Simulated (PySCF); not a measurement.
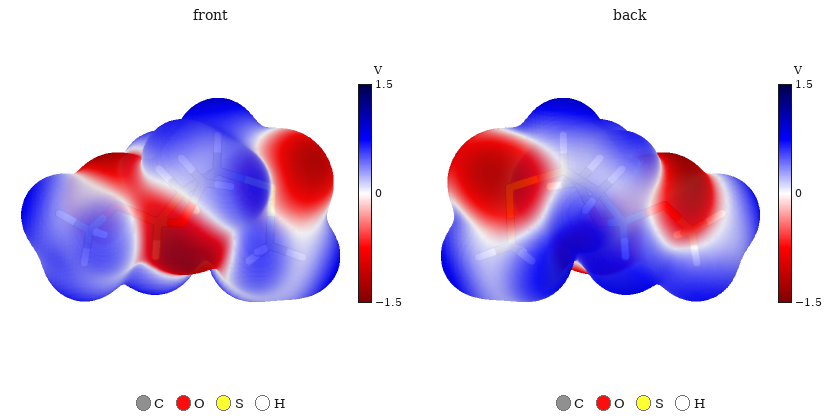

Figure 1: C$_{6}$H$_{12}$O$_{2}$S (SMILES CO[C@H]1C[C@H](SC)CO1). The electrostatic potential painted on the density surface at 0.002 e/bohr³, seen from the front and from behind; the colour scale runs from red (negative) to blue (positive).

Geometry: GFN2-xTB.

Method: WP04/6-31G*, SCF density, gas phase, non-relativistic in PySCF.

```tsv
atom	x (Å)	y (Å)	z (Å)
C	2.9445	0.7725	0.5951
O	2.1212	-0.1748	-0.0507
C	0.8225	0.2819	-0.3021
C	0.0853	-0.8265	-1.0761
C	-0.9517	-1.3516	-0.0808
S	-2.6748	-0.9468	-0.5402
C	-2.6430	0.8677	-0.5967
C	-0.5220	-0.7071	1.2393
O	0.0976	0.5114	0.8788
H	2.5166	1.0748	1.5551
H	3.0768	1.6615	-0.0329
H	3.9035	0.2846	0.7522
H	0.8621	1.2486	-0.8318
H	-0.3741	-0.4490	-1.9868
H	0.8093	-1.5961	-1.3387
H	-0.9614	-2.4384	-0.0171
H	-3.6730	1.1809	-0.7318
H	-2.0409	1.2035	-1.4361
H	-2.2492	1.2583	0.3354
H	-1.3525	-0.4796	1.9082
H	0.1943	-1.3590	1.7571
```

Q: Where is the surface potential most negative and most positive?

A: The most negative region (about −1.3 V) lies over O2 and O9, the most positive (about +0.9 V) over H16 and H18.

Q: What dipole moment does the calculation give?

A: Its dipole moment is 1.38 D.
